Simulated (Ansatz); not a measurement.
**A hypothetical structure for TiMn**

This structure for TiMn is made up. Its elements were placed in a known structure type with a cell scaled to their sizes. What cell does the guess relax to, and how far off was it?

Main program and level: Ansatz 0.2.0; DFT, PBE, plane-wave PAW, files of the set soft_1, scalar-relativistic, ferromagnetic start, cell and ions relaxed at zero pressure; PAW set soft_1.

### 1. Set-up

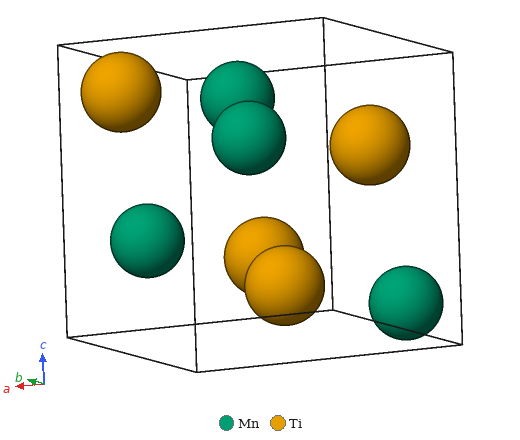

The starting structure, seen from a free direction (manganese teal, titanium orange).

As a file:

```cif
data_structure
_symmetry_space_group_name_H-M 'P 1'
_symmetry_Int_Tables_number 1
_cell_length_a 4.7200
_cell_length_b 4.7200
_cell_length_c 4.7200
_cell_angle_alpha 90.000
_cell_angle_beta 90.000
_cell_angle_gamma 90.000
_cell_volume 105.15
loop_
_atom_site_label
_atom_site_type_symbol
_atom_site_fract_x
_atom_site_fract_y
_atom_site_fract_z
_atom_site_occupancy
Mn1 Mn 0.86070 0.63930 0.36070 1
Mn2 Mn 0.63930 0.36070 0.86070 1
Mn3 Mn 0.36070 0.86070 0.63930 1
Mn4 Mn 0.13930 0.13930 0.13930 1
Ti5 Ti 0.15690 0.34310 0.65690 1
Ti6 Ti 0.34310 0.65690 0.15690 1
Ti7 Ti 0.65690 0.15690 0.34310 1
Ti8 Ti 0.84310 0.84310 0.84310 1
```

### 2. Relaxing cell and atoms

The guessed cell has no reason to be at equilibrium. It is relaxed with the atoms, within the space group of the guess.

The input, input.yaml:

```yaml
crystal:
  lattice:
    - [4.72, 0.0, 0.0]
    - [0.0, 4.72, 0.0]
    - [0.0, 0.0, 4.72]
  atoms:
    - { symbol: Mn, position: [0.8607, 0.6393, 0.3607], spin: 4.0 }
    - { symbol: Mn, position: [0.6393, 0.3607, 0.8607], spin: 4.0 }
    - { symbol: Mn, position: [0.3607, 0.8607, 0.6393], spin: 4.0 }
    - { symbol: Mn, position: [0.1393, 0.1393, 0.1393], spin: 4.0 }
    - { symbol: Ti, position: [0.1569, 0.3431, 0.6569], spin: 1.0 }
    - { symbol: Ti, position: [0.3431, 0.6569, 0.1569], spin: 1.0 }
    - { symbol: Ti, position: [0.6569, 0.1569, 0.3431], spin: 1.0 }
    - { symbol: Ti, position: [0.8431, 0.8431, 0.8431], spin: 1.0 }
magnetization:
  spin_polarized: true
kpoints:
  mp_grid: { grid: [6, 6, 6] }
scf:
  occupations: { method: fermi_dirac, width: 0.05 }
hamiltonian:
  xc: pbe
  pseudopotentials: { kind: paw, azcp: { folder: soft_1 } }
relax:
  f_tol: 0.015
  max_steps: 70
  cell: {}
output:
  forces: true
  stress: true
```

Launch:

```
$ ansatz run input.yaml --threads 4 --pin off --max-ram 10240MiB --backend cpu --events-out ev --progress --plain --runs-dir out
```

Numbers of over 12 decimals in the logs are rounded to 6 here.

What it wrote:

```text
Engine: ansatz 0.2.0, x86_64-unknown-linux-gnu
Pseudopotentials: kind: paw
Pseudopotential: Mn, paw, valence charge 15, recommended cutoff 420 eV (normal), soft_1/Mn.paw.azcp
Pseudopotential: Ti, paw, valence charge 12, recommended cutoff 420 eV (normal), soft_1/Ti.paw.azcp
Functional definition: PBE
  parameter kappa = 0.804
  parameter beta = 0.066725
  exchange = pbe_x(kappa = kappa, mu = beta*pi^2/3)
  correlation = pbe_c(beta = beta)
Crystal: 8 atoms, lattice volume = 105.154 Å³
Basis set: ecut = 420 eV, 2103 PW (Γ), exchange–correlation on 64×64×64 points (8 copies of the dense FFT grid, shifted against one another)
Bands: 77, of which v1, the nominal top of the filled ones, is band 54 counted from 1 (53 counted from 0)
Symmetry: 12 space group operations
Space group: P213 (ITA 198), of the structure as read, at distance tolerance 4.7e-5 Å
Magnetic group: BNS 198.9 (UNI 1511), of the structure as read, at distance tolerance 4.7e-5 Å
k-points: 24 of 216 (time reversal used)
Non-local potential: Mn, projectors of the file, l = 0: 3, l = 1: 2, l = 2: 3, l = 3: 1
Non-local potential: Ti, projectors of the file, l = 0: 3, l = 1: 2, l = 2: 3, l = 3: 1
PAW form: soft (Blöchl's): semilocal exchange-correlation on the pseudo side does not see the compensation charge
PAW one-centre angular grid: Mn, 590 points (default); XC on 64 Gauss nodes
PAW one-centre angular grid: Ti, 590 points (default); XC on 64 Gauss nodes
Initial density: superposition of atomic densities (chi_scale 0.1, normalization cell)
Starting moments: Σ|m| = 20 μB on 8 of 8 sites
Initial wavefunctions: pseudopotential atomic-orbital guess
Functional: x = pbe(κ = 0.804, μ = 0.219515), c = pbe(β = 0.066725)
SCF iter   1: F=—  HF=-25585.352830 eV  |F-HF|=—  |Δ(HF+E_count)|=         —  Δρ=9.54e-2 (↑9.54e-2 ↓5.09e-2)  dr2=3.84e0  dr2_m=4.67e0  M=13.238 μB ∫|m|=13.349 μB  β_m=0.30  ethr=3.10e-3  ⟨swp⟩=4.2  Hψ=10580  notcnv=0
Mixer restart at iter 1: flushing history
preconditioner: auto → Kerker (q_TF=auto, 2.740 Å⁻¹)  [metal: Δε(μ)=0.007 eV  Ē_g=5.666 eV  σ=0.050 eV  W_gap=0.04  n_scr=32 (ndim 8)  ℏωp=24.0 eV  f_vac=0.000  D(μ)=8.26/eV (n_scr^D=92)]
spin=Collinear: Kerker preconditioning applied to the charge; magnetization (m = ρ↑ − ρ↓) channel mixes plain (no charge-response kernel on spin).
SCF iter   2: F=—  HF=-25586.038233 eV  |F-HF|=—  |Δ(HF+E_count)|=   6.85e-1  Δρ=6.36e-2 (↑6.36e-2 ↓4.72e-2)  dr2=1.50e0  dr2_m=2.69e0  M=12.617 μB ∫|m|=12.842 μB  β_m=0.65  ethr=3.10e-3  ⟨swp⟩=2.0  Hψ=4981  notcnv=0  defer=312
SCF iter   3: F=—  HF=-25591.266401 eV  |F-HF|=—  |Δ(HF+E_count)|=    5.23e0  Δρ=4.13e-2 (↑4.13e-2 ↓3.07e-2)  dr2=1.97e-1  dr2_m=1.20e0  M=9.347 μB ∫|m|=10.930 μB  β_m=0.76  ethr=1.39e-3  ⟨swp⟩=3.0  Hψ=7035  notcnv=0  defer=312
SCF iter   4: F=—  HF=-25593.904231 eV  |F-HF|=—  |Δ(HF+E_count)|=         —  Δρ=6.23e-2 (↑6.22e-2 ↓6.23e-2)  dr2=1.46e-1  dr2_m=3.68e0  M=4.068 μB ∫|m|=8.058 μB  β_m=1.00  ethr=1.82e-4  ⟨swp⟩=2.1  Hψ=7131  notcnv=0  defer=344
Mixer restart at iter 4: flushing history
SCF iter   5: F=—  HF=-25593.419431 eV  |F-HF|=—  |Δ(HF+E_count)|=   4.85e-1  Δρ=1.34e-2 (↑1.00e-2 ↓1.34e-2)  dr2=6.91e-2  dr2_m=1.25e-1  M=3.789 μB ∫|m|=7.257 μB  β_m=0.76  ethr=4.63e-5  ⟨swp⟩=2.1  Hψ=6684  notcnv=0  defer=356
SCF iter   6: F=—  HF=-25593.437892 eV  |F-HF|=—  |Δ(HF+E_count)|=   1.85e-2  Δρ=1.41e-2 (↑1.41e-2 ↓8.38e-3)  dr2=3.03e-2  dr2_m=1.18e-1  M=3.572 μB ∫|m|=6.681 μB  β_m=0.88  ethr=4.63e-5  ⟨swp⟩=2.0  Hψ=5993  notcnv=0  defer=483
SCF iter   7: F=—  HF=-25593.434698 eV  |F-HF|=—  |Δ(HF+E_count)|=   3.19e-3  Δρ=6.13e-3 (↑1.57e-3 ↓6.13e-3)  dr2=2.30e-2  dr2_m=1.32e-2  M=3.539 μB ∫|m|=6.504 μB  β_m=0.91  ethr=2.80e-5  ⟨swp⟩=2.0  Hψ=6921  notcnv=0  defer=483
SCF iter   8: F=—  HF=-25593.432102 eV  |F-HF|=—  |Δ(HF+E_count)|=   2.60e-3  Δρ=3.60e-3 (↑3.60e-3 ↓9.70e-4)  dr2=9.59e-3  dr2_m=4.90e-3  M=3.280 μB ∫|m|=5.817 μB  β_m=0.97  ethr=2.13e-5  ⟨swp⟩=2.0  Hψ=5916  notcnv=0  defer=483
SCF iter   9: F=—  HF=-25593.429812 eV  |F-HF|=—  |Δ(HF+E_count)|=   2.29e-3  Δρ=5.80e-4 (↑1.63e-4 ↓5.80e-4)  dr2=2.46e-4  dr2_m=9.40e-5  M=3.267 μB ∫|m|=5.749 μB  β_m=0.99  ethr=8.88e-6  ⟨swp⟩=2.0  Hψ=5016  notcnv=0  defer=483
SCF iter  10: F=—  HF=-25593.430236 eV  |F-HF|=—  |Δ(HF+E_count)|=   4.24e-4  Δρ=5.36e-4 (↑4.35e-4 ↓5.36e-4)  dr2=1.02e-3  dr2_m=4.20e-6  M=3.252 μB ∫|m|=5.698 μB  β_m=0.99  ethr=2.28e-7  ⟨swp⟩=2.0  Hψ=4652  notcnv=0  defer=483
SCF iter  11: F=—  HF=-25593.430264 eV  |F-HF|=—  |Δ(HF+E_count)|=   2.76e-5  Δρ=1.22e-4 (↑9.56e-5 ↓1.22e-4)  dr2=4.04e-5  dr2_m=3.15e-6  M=3.229 μB ∫|m|=5.641 μB  β_m=0.94  ethr=2.28e-7  ⟨swp⟩=2.0  Hψ=6050  notcnv=0  defer=483
SCF iter  12: F=—  HF=-25593.430278 eV  |F-HF|=—  |Δ(HF+E_count)|=   1.38e-5  Δρ=7.94e-5 (↑5.75e-5 ↓7.94e-5)  dr2=2.25e-5  dr2_m=1.86e-7  M=3.228 μB ∫|m|=5.639 μB  β_m=0.97  ethr=3.74e-8  ⟨swp⟩=2.0  Hψ=5095  notcnv=0  defer=483
SCF iter  13: F=—  HF=-25593.430281 eV  |F-HF|=—  |Δ(HF+E_count)|=   3.00e-6  Δρ=2.60e-5 (↑2.60e-5 ↓9.07e-6)  dr2=4.43e-7  dr2_m=2.41e-7  M=3.231 μB ∫|m|=5.647 μB  β_m=0.98  ethr=2.08e-8  ⟨swp⟩=2.0  Hψ=4715  notcnv=0  defer=483
SCF iter  14: F=—  HF=-25593.430281 eV  |F-HF|=—  |Δ(HF+E_count)|=   6.73e-8  Δρ=3.78e-6 (↑3.20e-6 ↓3.78e-6)  dr2=4.71e-8  dr2_m=3.71e-10  M=3.231 μB ∫|m|=5.646 μB  β_m=0.99  ethr=4.10e-10  ⟨swp⟩=2.0  Hψ=4725  notcnv=0  defer=483
SCF iter  15: F=-25593.430281 eV  HF=-25593.430281 eV  |F-HF|=9.87e-9  |Δ(HF+E_count)|=   1.14e-8  Δρ=1.80e-6 (↑1.80e-6 ↓1.58e-6)  dr2=1.20e-8  dr2_m=3.04e-11  M=3.231 μB ∫|m|=5.645 μB  ethr=4.36e-11  ⟨swp⟩=2.0  Hψ=9171  notcnv=0
SCF 1 converged in 15 iterations: F = -25593.430281 eV  dr2 = 1.20e-8
  greatest PAW one-centre occupation: 1.000 electrons in one spin orbital (limit 2), on the Mn atom at site 3 (counted from 0), in its partial waves of l = 0
relax step   1: F+E_penalty+E_count = -25593.43028051 eV  Δ(F+E_penalty+E_count) = +0.000e0 eV  max|allowed force component| = 4.456e-1 eV/Å  Δτ_max = 0.0000 Å  P = +10.859 GPa  Ω = 105.154 Å³  (15 SCF iters, dr2 threshold 1.00e-7 eV, accepted)
[...]
relax step   2: F+E_penalty+E_count = -25593.73349808 eV  Δ(F+E_penalty+E_count) = -3.032e-1 eV  max|allowed force component| = 2.828e-1 eV/Å  Δτ_max = 0.0277 Å  P = +3.445 GPa  Ω = 110.593 Å³  energy of the carried Pulay correction = -7.112e-3 eV  (11 SCF iters, dr2 threshold 8.00e-7 eV, accepted)
[...]
relax step   3: F+E_penalty+E_count = -25593.82704406 eV  Δ(F+E_penalty+E_count) = -9.355e-2 eV  max|allowed force component| = 4.972e-2 eV/Å  Δτ_max = 0.0511 Å  P = +0.026 GPa  Ω = 113.397 Å³  energy of the carried Pulay correction = -1.064e-2 eV  (11 SCF iters, dr2 threshold 8.00e-7 eV, accepted)
[...]
relax step   4: F+E_penalty+E_count = -25593.82911381 eV  Δ(F+E_penalty+E_count) = -2.070e-3 eV  max|allowed force component| = 8.053e-3 eV/Å  Δτ_max = 0.0107 Å  P = -0.050 GPa  Ω = 113.447 Å³  energy of the carried Pulay correction = -1.070e-2 eV  (9 SCF iters, dr2 threshold 1.54e-7 eV, accepted)
[...]
relax step   5: F+E_penalty+E_count = -25593.83934803 eV  Δ(F+E_penalty+E_count) = -1.023e-2 eV  max|allowed force component| = 8.005e-3 eV/Å  Δτ_max = 0.0000 Å  P = -0.068 GPa  Ω = 113.447 Å³  stress off target by 6.77e-2 GPa  SCF on the basis re-selected at this cell (its energy is not comparable with the rows above)  (11 SCF iters)
[...]
relax step   6: F+E_penalty+E_count = -25593.83967897 eV  Δ(F+E_penalty+E_count) = -3.309e-4 eV  max|allowed force component| = 3.549e-3 eV/Å  Δτ_max = 0.0037 Å  P = -0.001 GPa  Ω = 113.349 Å³  energy of the carried Pulay correction = +1.025e-4 eV  (8 SCF iters, dr2 threshold 1.15e-8 eV, accepted)
[...]
relax step   7: F+E_penalty+E_count = -25593.83960092 eV  Δ(F+E_penalty+E_count) = +7.805e-5 eV  max|allowed force component| = 3.551e-3 eV/Å  Δτ_max = 0.0000 Å  P = -0.001 GPa  Ω = 113.349 Å³  stress off target by 1.37e-3 GPa  SCF on the basis re-selected at this cell (its energy is not comparable with the rows above)  (6 SCF iters)
basis re-selected at this cell: Δ(F+E_penalty+E_count) = +7.805e-5 eV, ΔP = +0.000 GPa vs the last step (what re-selecting the basis moved, of the pressure what is left beyond the Pulay correction that the steps carried, after the strain that the cell walked since its last selection, with what the two solves' SCF thresholds leave and, on support functions, any second-order correction that the steps lacked; it is no m [...]
SCF converged after 6 iterations
Magnetization: 4.4291 μB (56.2146 up, 51.7854 down)
Absolute magnetization: 9.2423 μB (∫|ρ↑−ρ↓|, with the PAW one-centre terms)
Spin contamination: 1.0802 ħ² per cell (⟨S²⟩ above its minimum at these occupations)
Per-site moments (μB) at R_I (Å): [(1.660823, 1.054313), (1.660823, 1.054313), (1.660823, 1.054313), (1.660823, 1.054313), (-0.433077, 1.054313), (-0.433077, 1.054313), (-0.433077, 1.054313), (-0.433077, 1.054313)]
Free energy (F): -25593.839601 eV
Harris-Foulkes:  -25593.839601 eV  (|F-HF|=7.28e-12)
Internal energy: -25593.754168 eV  (E = F + TS)
E sigma→0 (E₀):  -25593.796885 eV
Entropy (-TS):   -0.085433 eV (-10.679 meV/atom)
Fermi energy:    15.636091 eV
--- Per-component energies (eV) ---
  E_band       = -1403.936288
  E_kinetic    = 2409.455313
  E_local      = -11615.449194  (includes V_loc(G=0)·N_el)
  E_nonlocal   = 2070.184647
  E_hartree    = 4485.535121
  E_xc         = -905.989675
  E_vxc        = -1146.533861  (∫ρ·V_xc dr)
  E_paw        = -9475.521416  (= ΣΔE_a)
  E_vpaw       = -2092.663240  (= ΣTr[D̂ρ^β])
  E_aug_tail   = 0.000085  (compensation charges beyond the density's cutoff)
  E_ewald      = -12561.969049
  E_smearing   = -0.085433  (= −TS)
  E_closure    = -0.000000  (closes the sum)
  Σ components = -25593.839601   (vs F -25593.839601, Δ=0.00e0)
--- Forces (eV/Å), atoms counted from 1 ---
  atom   1  Mn    -0.00103448     0.00103448    -0.00103448
  atom   2  Mn     0.00103448    -0.00103448    -0.00103448
  atom   3  Mn    -0.00103448    -0.00103448     0.00103448
  atom   4  Mn     0.00103448     0.00103448     0.00103448
  atom   5  Ti     0.00355059    -0.00355059     0.00355059
  atom   6  Ti    -0.00355059     0.00355059     0.00355059
  atom   7  Ti     0.00355059     0.00355059    -0.00355059
  atom   8  Ti    -0.00355059    -0.00355059    -0.00355059
  max |Σ_I F_I| component: 7.81e-18 eV/Å
--- Stress (GPa, compression-positive) ---
       -0.001370      -0.000000       0.000000
       -0.000000      -0.001370       0.000000
        0.000000       0.000000      -0.001370
  P = ⅓ Tr σ = -0.0014 GPa (-0.014 kbar)
--- Relaxed structure (5 steps of the walk, 5 accepted, 2 SCFs on fresh bases) ---
  F+E_penalty+E_count = -25593.83960092 eV   max|allowed force component| = 3.551e-3 eV/Å   (the final SCF, on the basis selected at the relaxed cell)
  cell:  # Å, volume = 113.3487 Å³
    - [4.839556, 0, 0]
    - [0, 4.839556, 0]
    - [0, 0, 4.839556]
  atoms:
    - { symbol: Mn, position: [0.849438, 0.650562, 0.349438] }
    - { symbol: Mn, position: [0.650562, 0.349438, 0.849438] }
    - { symbol: Mn, position: [0.349438, 0.849438, 0.650562] }
    - { symbol: Mn, position: [0.150562, 0.150562, 0.150562] }
    - { symbol: Ti, position: [0.154353, 0.345647, 0.654353] }
    - { symbol: Ti, position: [0.345647, 0.654353, 0.154353] }
    - { symbol: Ti, position: [0.654353, 0.154353, 0.345647] }
    - { symbol: Ti, position: [0.845647, 0.845647, 0.845647] }
```

The job ended after 39 s (4 threads of Intel Xeon 6975P-C (Granite Rapids), shared host; peak memory 0.82 GiB).

Step by step:

```tsv
step	energy less that of the first step (eV)	largest force component (eV/Å)	pressure (GPa)	volume (Å³)
1	0.0000	0.4456	10.86	105.15
2	-0.3032	0.2828	3.45	110.59
3	-0.3968	0.0497	0.03	113.40
4	-0.3988	0.0081	-0.05	113.45
5*	-0.4091	0.0080	-0.07	113.45
6	-0.4094	0.0035	0.00	113.35
7*	-0.4093	0.0036	0.00	113.35
```

Relaxation steps marked * repeat the geometry before them on a plane-wave basis chosen anew for their cell, so energy and pressure can jump there.

The run keeps the 12 symmetry operations that it works with, so distortions that break them were not tested.

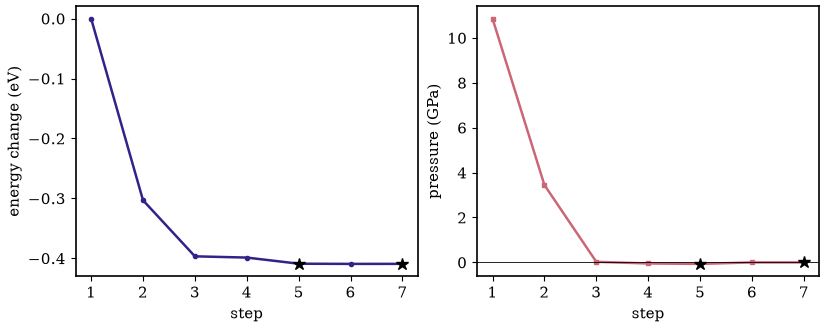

Energy and pressure along the relaxation. Stars mark steps on a basis chosen anew.

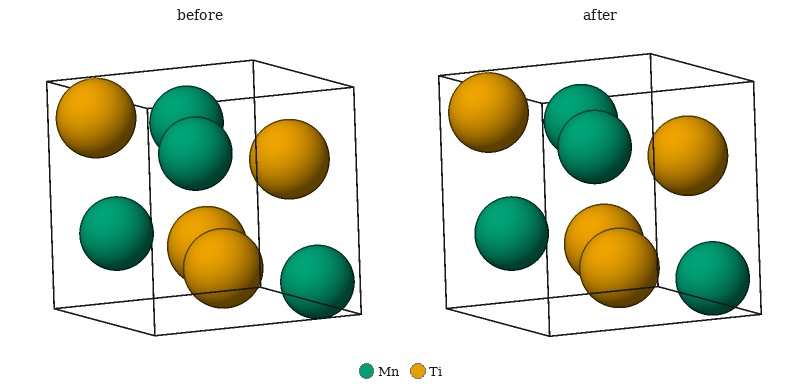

Before and after, at one scale.

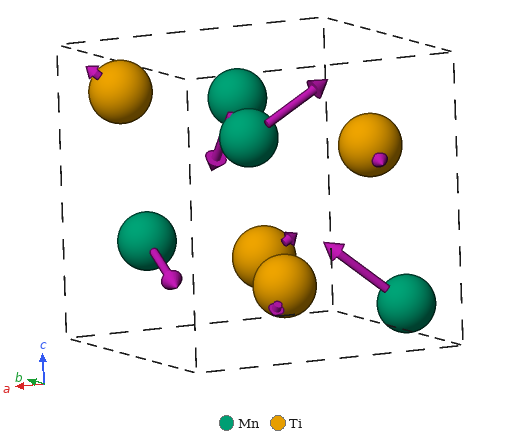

Displacements in the relaxation, exaggerated, measured against the changing cell; the longest in the cell stands for 0.09 Å.

```tsv
conventional cell, symmetrised	before	after	change
a (Å)	4.720	4.840	+2.5 %
b (Å)	4.720	4.840	+2.5 %
c (Å)	4.720	4.840	+2.5 %
volume (Å³/atom)	13.14	14.17	+7.8 %
```

The atoms that moved most (Å, as changes of fractional coordinates times the final cell):

```tsv
atom	dx	dy	dz	length
Mn4	0.055	0.055	0.055	0.094
Mn1	-0.055	0.055	-0.055	0.094
Mn2	0.055	-0.055	-0.055	0.094
Mn3	-0.055	-0.055	0.055	0.094
Ti5	-0.012	0.012	-0.012	0.021
Ti6	0.012	-0.012	-0.012	0.021
Ti7	-0.012	-0.012	0.012	0.021
Ti8	0.012	0.012	0.012	0.021
```

Final coordinates:

```
Mn Ti
1.0
     4.83956    0.00000    0.00000
     0.00000    4.83956    0.00000
     0.00000    0.00000    4.83956
Mn Ti
4 4
Cartesian
  4.1109 3.1484 1.6911
  3.1484 1.6911 4.1109
  1.6911 4.1109 3.1484
  0.7287 0.7287 0.7287
  0.7470 1.6728 3.1668
  1.6728 3.1668 0.7470
  3.1668 0.7470 1.6728
  4.0926 4.0926 4.0926
```

Numbers from this step:

| Item | Value |
| --- | --- |
| free energy | -25593.8396 eV |
| energy at zero smearing | -25593.7969 eV |
| smearing term TS | 0.08543 eV |
| Fermi energy | 15.64 eV |
| magnetization | 4.429 μB |
| absolute magnetization | 9.242 μB |
| site moments | 1.661, 1.661, 1.661, 1.661, -0.4331, -0.4331, -0.4331, -0.4331 μB |
| electrons | 108 |
| symmetry operations | 12 |
| pressure | -0.001370 GPa |

Site moment by atom:

```tsv
atom	site moment (μB)
Mn1	1.66
Mn2	1.66
Mn3	1.66
Mn4	1.66
Ti5	-0.43
Ti6	-0.43
Ti7	-0.43
Ti8	-0.43
```

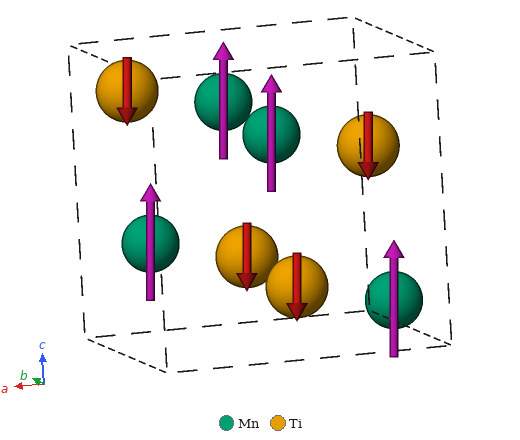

Site moment as arrows, the longest 1.66 μB. Up and down stand for the sign. Arrows give size and sign along the axis of quantisation, drawn up and down the page. Each arrow also spans its atom, so small moments look longer than they are. The two directions have two colours.

Shortest distances by pair of elements, guess and relaxed (not always the same contact):

```tsv
pair	guess (Å)	relaxed (Å)
Mn–Ti	2.422	2.556
Mn–Mn	2.897	2.984
Ti–Ti	2.922	2.991
```

The relaxation ends with a largest force component of 0.0036 eV/Å and a pressure of 0.00 GPa.

### 3. Summary of results

| Item | Value |
| --- | --- |
| space group, relaxed | P2_13 |
| conventional cell | a = 4.840, b = 4.840, c = 4.840 Å; α = 90.0°, β = 90.0°, γ = 90.0° |
| volume per atom | 14.17 Å³ (guess 13.14) |
| total moment | 4.43 μB in the cell of 8 atoms |

**Reading.** TiMn relaxes to P2_13 with a = 4.840, b = 4.840 and c = 4.840 Å. The guessed volume was 7 % too small. The space group P2_13 was held in the relaxation, so the end point is a stationary structure within it and may be a saddle against distortions or other arrangements. The input starts from parallel moments, and no other start was typed; the run left that order, and the end state is ferrimagnetic. Mesh and cutoff weren't tested. No dispersion term is used, so weakly bound directions may come out too long. Nothing here tests whether the compound is stable against decomposition.

[Logs are printed without paths, hosts, clocks, repeated set-up lines and the standing remarks that a program may print on its own settings, such as how far it seeks lower states.]

[Hosts, paths, dates, database ids (printed as entryN), source tags and the programs' standing remarks are cut or masked in the printed files.]
